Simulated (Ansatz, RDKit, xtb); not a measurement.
**Isomers of C4H4BClF2, a sample narrowed down, part 1 of 2**

A sample of isomers of C4H4BClF2 is drawn. Aim: find which of them has the lowest free energy at 298.15 K, then its properties. The sample is small against all isomers, and the most stable one of this formula need not be in it.

The funnel: GFN2-xTB relaxations, single points with a density functional, relaxations at B3LYP/def2-SVP, harmonic vibrations (at GFN2-xTB), and a last energy at a higher level. All values are calculated.

## (1) Drawing up candidates

Isomers were taken from a list of plausible structures; this is a sample, not all of them. That gives 7 candidates.

| label | SMILES | spin |
| --- | --- | --- |
| c038 | C=C/C=C(\Cl)B(F)F | singlet |
| c134 | C=C/C(Cl)=C\B(F)F | singlet |
| c370 | C#C[C@H](CCl)B(F)F | singlet |
| c484 | FB(F)C(Cl)=C1CC1 | singlet |
| c649 | FB(F)CC1=C[C@@H]1Cl | singlet |
| c712 | FB(F)C1=C(CCl)C1 | singlet |
| c802 | BC#CCC(F)(F)Cl | singlet |

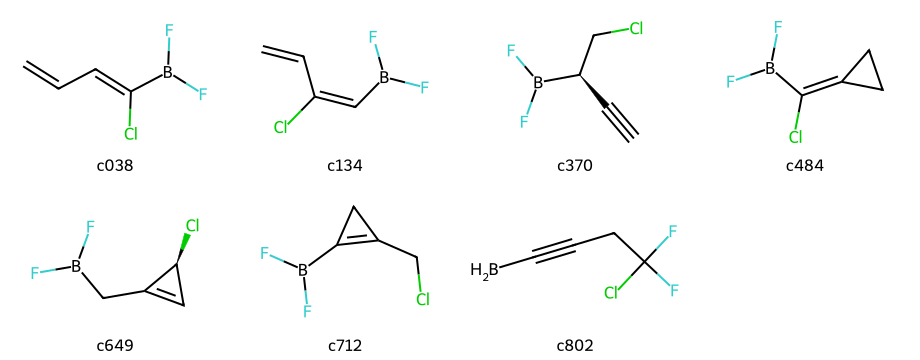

Structural formulas of the candidates.

Candidates are built by distance geometry, with a force field where one applies, in up to four conformers (letters a to d).

## (2) Search with GFN2-xTB

All 13 starts are relaxed the same way. One of them, c484a (taken from a list of plausible isomers, embedded by distance geometry and UFF), in full:

File start.xyz:

```xyz
12
c484a
C     -0.476917    -2.430593    -1.135422
C     -0.426121    -1.264771    -0.528227
C     -0.444187    -0.397418     0.704586
C     -0.377137     0.272375    -0.545426
B     -0.416861    -2.503454    -2.679230
Cl    -0.605388    -3.895609    -0.191848
F     -0.299067    -1.299015    -3.515604
F     -0.424819    -3.800366    -3.319921
H     -1.517600    -0.333724     1.179695
H      0.468744    -0.439343     1.338507
H      0.621949     0.650402    -0.843046
H     -1.341558     0.727519    -0.971787
```

Started as:

```bash
$ xtb start.xyz --gfn 2 --opt
```

The program printed (excerpt; [...] marks lines left out):

```text
* xtb version 6.7.1
[...]
          :  # basis functions                  42          :
[...]
          :  # electrons                        44          :
[...]
          :  Hamiltonian                  GFN2-xTB          :
[...]
          :  net charge                          0          :
          :  unpaired electrons                  0          :
[...]
   *** convergence criteria satisfied after 14 iterations ***
[...]
   *** GEOMETRY OPTIMIZATION CONVERGED AFTER 9 ITERATIONS ***
[...]
   *** convergence criteria satisfied after 3 iterations ***
[...]
         ::                     SUMMARY                     ::
         :::::::::::::::::::::::::::::::::::::::::::::::::::::
         :: total energy             -25.893228407315 Eh    ::
         :: gradient norm              0.000386220668 Eh/a0 ::
         :: HOMO-LUMO gap              3.366992467837 eV    ::
         ::.................................................::
         :: SCC energy               -26.125185848447 Eh    ::
         :: -> isotropic ES            0.057880073786 Eh    ::
         :: -> anisotropic ES         -0.000374717865 Eh    ::
         :: -> anisotropic XC          0.001387860371 Eh    ::
         :: -> dispersion             -0.008119136962 Eh    ::
         :: repulsion energy           0.231957441132 Eh    ::
         :: add. restraining           0.000000000000 Eh    ::
         :: total charge              -0.000000000000 e     ::
         :::::::::::::::::::::::::::::::::::::::::::::::::::::
[...]
        22        2.0000           -0.4103978             -11.1675 (HOMO)
        23                         -0.2866631              -7.8005 (LUMO)
[...]
     #   Z          covCN         q      C6AA      α(0)
     1   6          2.772    -0.023    28.555     8.752
     2   6          3.001     0.032    27.265     8.565
     3   6          3.806    -0.063    21.709     6.633
     4   6          3.806    -0.069    21.809     6.648
     5   5          2.360     0.517    19.900     8.447
     6  17          0.960    -0.165   104.341    15.627
     7   9          0.723    -0.256    11.838     4.063
     8   9          0.723    -0.239    11.657     4.032
     9   1          0.926     0.067     2.120     2.277
    10   1          0.926     0.067     2.120     2.277
    11   1          0.926     0.066     2.126     2.280
    12   1          0.926     0.066     2.126     2.280
[...]
     #   Z sym  total        # sym  WBO       # sym  WBO       # sym  WBO
 ---------------------------------------------------------------------------
     1   6      3.910 --     2      1.778     5      1.035     6      0.953
     2   6      3.946 --     1      1.778     3      1.002     4      0.995
     3   6      3.940 --     2      1.002     4      0.965     9      0.959
                            10      0.959
     4   6      3.940 --     2      0.995     3      0.965    12      0.960
                            11      0.960
     5   5      3.296 --     8      1.096     7      1.070     1      1.035
     6  17      1.095 --     1      0.953
     7   9      1.174 --     5      1.070
     8   9      1.199 --     5      1.096
     9   1      0.995 --     3      0.959
    10   1      0.995 --     3      0.959
    11   1      0.996 --     4      0.960
[...]
molecular dipole:
                 x           y           z       tot (Debye)
 q only:        0.018       1.226       0.719
   full:        0.014       1.123       0.702       3.367
molecular quadrupole (traceless):
[...]
          | TOTAL ENERGY              -25.893228407315 Eh   |
          | GRADIENT NORM               0.000386220668 Eh/α |
          | HOMO-LUMO GAP               3.366992467837 eV   |
           -------------------------------------------------
[...]
```

It took 0.062 s on 4 threads of Arm Neoverse V2, shared host.

## (3) What the search left

13 of the 13 relaxations converged. 13 distinct structures remain:

| label | start | SMILES after | spin | energy (kcal/mol) |
| --- | --- | --- | --- | --- |
| c134a | drawn | C=C/C(Cl)=C\B(F)F | singlet | 0.0 |
| c038a | drawn | C=C/C=C(\Cl)B(F)F | singlet | 2.6 |
| c484a | drawn | FB(F)C(Cl)=C1CC1 | singlet | 5.6 |
| c370a | drawn | C#C[C@H](CCl)B(F)F | singlet | 18.9 |
| c370b | drawn | C#C[C@H](CCl)B(F)F | singlet | 18.9 |
| c370d | drawn | C#C[C@H](CCl)B(F)F | singlet | 19.2 |
| c370c | drawn | C#C[C@H](CCl)B(F)F | singlet | 19.2 |
| c712a | drawn | FB(F)C1=C(CCl)C1 | singlet | 23.1 |
| c649b | drawn | FB(F)CC1=C[C@@H]1Cl | singlet | 25.1 |
| c649c | drawn | FB(F)CC1=C[C@@H]1Cl | singlet | 25.1 |
| c649a | drawn | FB(F)CC1=C[C@@H]1Cl | singlet | 25.3 |
| c802b | drawn | BC#CCC(F)(F)Cl | singlet | 71.6 |
| c802a | drawn | BC#CCC(F)(F)Cl | singlet | 72.1 |

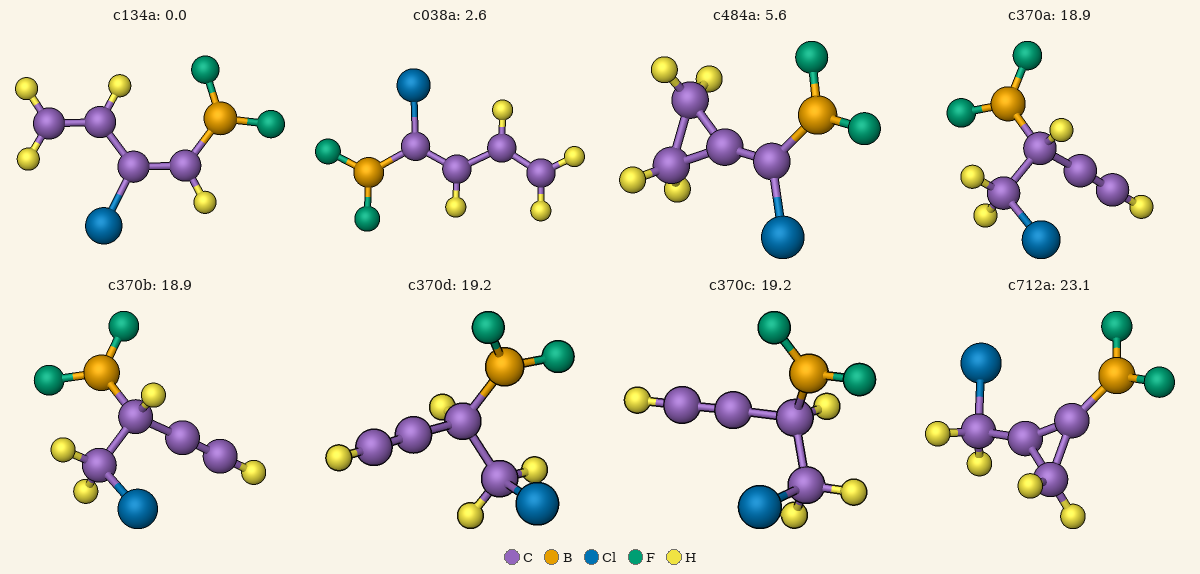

The 8 lowest minima that did not fall apart, with their GFN2-xTB energies in kcal/mol.

## (4) Screening with a density functional

A choice of the minima (the low ones first, few conformers of a pattern, up to a cap) and the lowest that fell apart get a single point at r2SCAN-D4/def2-SVP on the tight-binding geometry, and one at HF/STO-3G for comparison. The lowest singlets are also tried as triplets at the same geometry (label ending in t). Within 30 kcal/mol but not screened, among others: c370d, c370c, c649a. The first, c134a:

File input.yaml:

```yaml
crystal:
  periodic: [false, false, false]
  atoms:
    - {symbol: C, position_ang: [-1.667979, -3.835232, 0.257278]}
    - {symbol: C, position_ang: [-1.284286, -2.601004, -0.056018]}
    - {symbol: C, position_ang: [-0.013462, -2.251043, -0.653299]}
    - {symbol: C, position_ang: [0.381234, -1.001915, -0.977501]}
    - {symbol: B, position_ang: [-0.389564, 0.316530, -0.797204]}
    - {symbol: Cl, position_ang: [1.068972, -3.558240, -0.970183]}
    - {symbol: F, position_ang: [0.147360, 1.464244, -1.171731]}
    - {symbol: F, position_ang: [-1.600231, 0.445844, -0.278024]}
    - {symbol: H, position_ang: [-2.631135, -4.022556, 0.698827]}
    - {symbol: H, position_ang: [-1.038452, -4.691988, 0.085750]}
    - {symbol: H, position_ang: [-1.938066, -1.763594, 0.128585]}
    - {symbol: H, position_ang: [1.363705, -0.899849, -1.421043]}
basis:
  gaussian: {orbitals: def2-SVP}
magnetization: {spin_polarized: false}
hamiltonian: {xc: r2scan, dispersion: d4}
scf: {lower_state_search: off}
```

Started as:

```bash
$ ansatz run input.yaml --threads 4 --pin off --max-ram 7830MiB --events-out events.jsonl --progress --plain --runs-dir runs
```

The program printed (excerpt; [...] marks lines left out):

```text
Warning: RAYON_NUM_THREADS=4 ignored (pool sized by the plan → 4); use --threads N
Functional definition: r2SCAN
  name "r2SCAN"
[...]
1509 factors; their error is unknown
[...]
mean field -22830.67640737 eV, -839.0118827824 hartree, gradient 9.7e-6 eV, S^2 0.000000; 0 other end points of the search recorded, 0 dependent functions left out
reference -22830.67641716 eV, -839.0118831423 hartree; 34, 34 occupied and 102, 102 virtual orbitals, 1509 factors
Total energy: -22830.75746945 eV, -839.0148617592 hartree
Checks for a lower state left out: stability, starts, cluster_reference, orbital_swaps, neighbouring_geometries, increment
```

Wall time 1.6 s (4 threads of Arm Neoverse V2, shared host); peak memory 0.18 GiB.

Relative energies in kcal/mol, each column from its lowest structure that stays in one piece:

| label | SMILES | spin | GFN2-xTB | HF/STO-3G | r2SCAN-D4/def2-SVP |
| --- | --- | --- | --- | --- | --- |
| c134a | C=C/C(Cl)=C\B(F)F | singlet | 0.0 | 2.4 | 0.0 |
| c038a | C=C/C=C(\Cl)B(F)F | singlet | 2.6 | 0.0 | 0.2 |
| c484a | FB(F)C(Cl)=C1CC1 | singlet | 5.6 | 3.3 | 16.3 |
| c370a | C#C[C@H](CCl)B(F)F | singlet | 18.9 | 6.9 | 28.6 |
| c370b | C#C[C@H](CCl)B(F)F | singlet | 18.9 | 6.8 | 28.7 |
| c649c | FB(F)CC1=C[C@@H]1Cl | singlet | 25.1 | 17.2 | 29.1 |
| c649b | FB(F)CC1=C[C@@H]1Cl | singlet | 25.1 | 17.2 | 29.2 |
| c712a | FB(F)C1=C(CCl)C1 | singlet | 23.1 | 19.5 | 30.5 |
| c038at | C=C/C=C(\Cl)B(F)F | triplet | – | – | 58.4 |
| c134at | C=C/C(Cl)=C\B(F)F | triplet | – | – | 62.2 |
| c484at | FB(F)C(Cl)=C1CC1 | triplet | – | – | 95.0 |

## (5) Relaxing the best candidates

3 candidates are relaxed at B3LYP/def2-SVP (chosen among the lowest in one piece). The first, c134a:

Changes to input.yaml since step 4:

```diff
@@ -17,4 +17,4 @@
   gaussian: {orbitals: def2-SVP}
-magnetization: {spin_polarized: false}
-hamiltonian: {xc: r2scan, dispersion: d4}
-scf: {lower_state_search: off}
+hamiltonian: {xc: {name: B3LYP}}
+scf: {lower_state_search: "off"}
+relax: {f_tol: 0.006}
```

Started as:

```bash
$ ansatz run input.yaml --threads 4 --pin off --max-ram 7830MiB --events-out events.jsonl --progress --plain --runs-dir runs
```

The program printed (excerpt; [...] marks lines left out):

```text
Warning: RAYON_NUM_THREADS=4 ignored (pool sized by the plan → 4); use --threads N
[...]
Functional definition: B3LYP
  name "B3LYP"
[...]
1506 factors; integrals over basis functions are off by at most 4.1e-4 eV
[...]
mean field -22837.23532833 eV, -839.2529186821 hartree, gradient 3.7e-6 eV, S^2 0.000000; 0 other end points of the search recorded, 0 dependent functions left out
[...]
reference -22837.23558247 eV, -839.2529280214 hartree; 34, 34 occupied and 102, 102 virtual orbitals, 1506 factors
relax step   1: F+E_penalty+E_count = -22837.23532833 eV  Δ(F+E_penalty+E_count) = +0.000e0 eV  max|allowed force component| = 5.746e-1 eV/Å  Δτ_max = 0.0000 Å  (17 SCF iters, accepted)
[...]
relax step   6: F+E_penalty+E_count = -22837.28918363 eV  Δ(F+E_penalty+E_count) = -2.467e-4 eV  max|allowed force component| = 1.925e-2 eV/Å  Δτ_max = 0.0052 Å  (15 SCF iters, accepted)
[...]
Atom 3 at     0.396333    -0.983466    -0.985491 Å, force    -0.000657    -0.005824     0.001441 eV/Å
Atom 4 at    -0.392940     0.328934    -0.796905 Å, force    -0.001973    -0.001565    -0.000361 eV/Å
Atom 5 at     1.102187    -3.566630    -0.985521 Å, force    -0.000336     0.000787    -0.000167 eV/Å
Atom 6 at     0.149224     1.479343    -1.172885 Å, force     0.002461     0.000197    -0.000496 eV/Å
Atom 7 at    -1.613083     0.405950    -0.271159 Å, force    -0.000272     0.000059     0.000352 eV/Å
Atom 8 at    -2.664915    -4.011882     0.715099 Å, force    -0.000528     0.000158     0.000284 eV/Å
Atom 9 at    -1.048516    -4.716226     0.092214 Å, force     0.001116     0.000074    -0.000484 eV/Å
Atom 10 at    -1.948637    -1.757491     0.132825 Å, force    -0.000829     0.002355     0.000119 eV/Å
Atom 11 at     1.390620    -0.888988    -1.431913 Å, force     0.000514     0.001849    -0.000433 eV/Å
Dipole moment:    -0.100960    -0.313258     0.081606 e Å
Checks for a lower state left out: stability, starts, cluster_reference, orbital_swaps, neighbouring_geometries, increment
```

Wall time 13 s (4 threads of Arm Neoverse V2, shared host); peak memory 0.35 GiB.

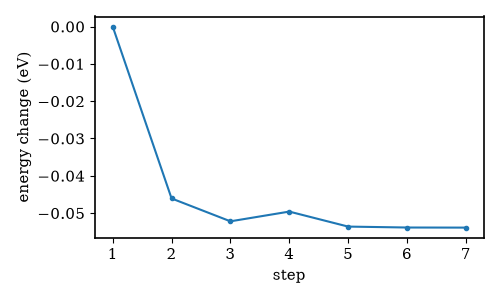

Energy along the run, all evaluated steps.

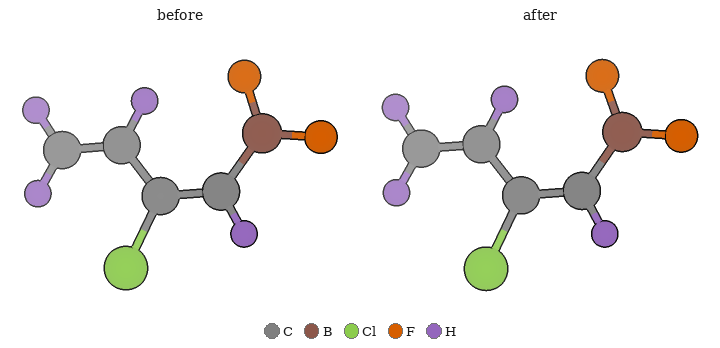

Before and after, at one scale.

After the run. Bond lengths: C1–C2 1.342 Å, C2–C3 1.463 Å, C3–C4 1.358 Å, C4–B5 1.543 Å, C3–Cl6 1.757 Å, B5–F7 1.326 Å, B5–F8 1.331 Å, C1–H9 1.093 Å, C1–H10 1.092 Å, C2–H11 1.092 Å, C4–H12 1.094 Å. Some angles: C1–C2–C3 126.1°, C2–C3–C4 125.9°, C2–C3–Cl6 116.1°, C4–C3–Cl6 118.0°, C3–C4–B5 127.4°, C4–B5–F7 119.6°, C4–B5–F8 124.5°, F7–B5–F8 115.9°, C1–C2–H11 119.7°, C3–C2–H11 114.3°.

(Continued in part 2 of 2.)
